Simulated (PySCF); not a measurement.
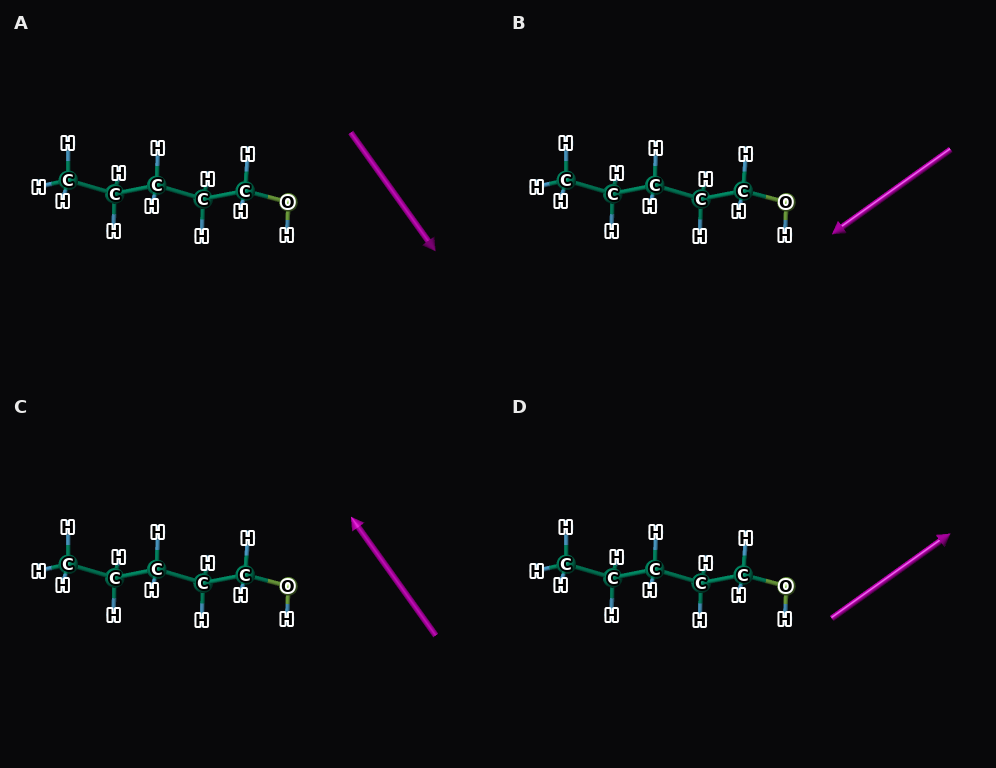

The same molecule four times, each with an arrow. The computed structure is the end point of a GFN2-xTB optimisation. No frequency run is at hand to confirm it as a minimum. Level of theory: B3LYP/pcJ-1, gas phase (PySCF 2.14.0).

Question: Which arrow points along the dipole moment, from the negative to the positive end?

Answer: B. The dipole moment is 1.77 D.
